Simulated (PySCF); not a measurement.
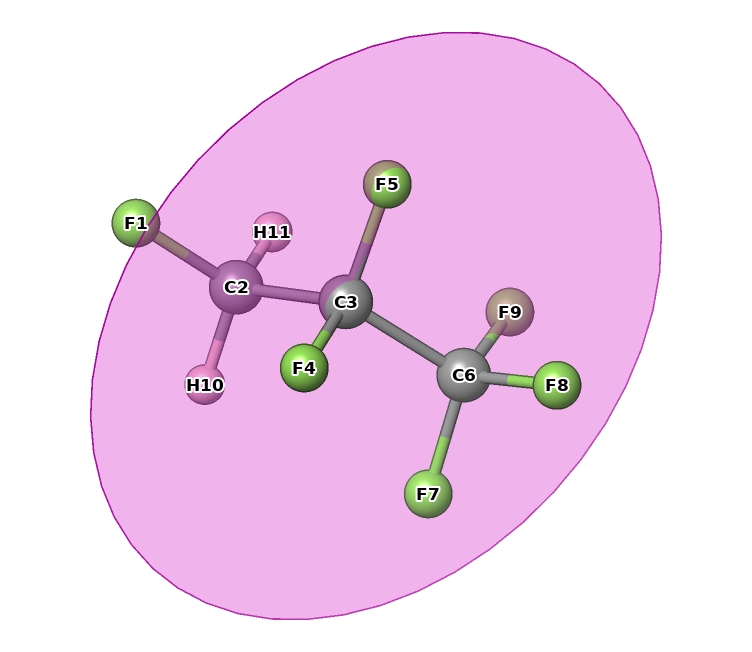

A disc through the centre of mass is drawn in. Distant atoms are faded towards the background colour. Computed geometry: PBE0-D3(BJ)/def2-SVP optimisation. No frequency run is at hand to confirm it as a minimum.

> Is the plane of the disc a mirror plane of the structure?

No. The point group is Cs, with 1 mirror plane, and this plane isn't one of its mirror planes.
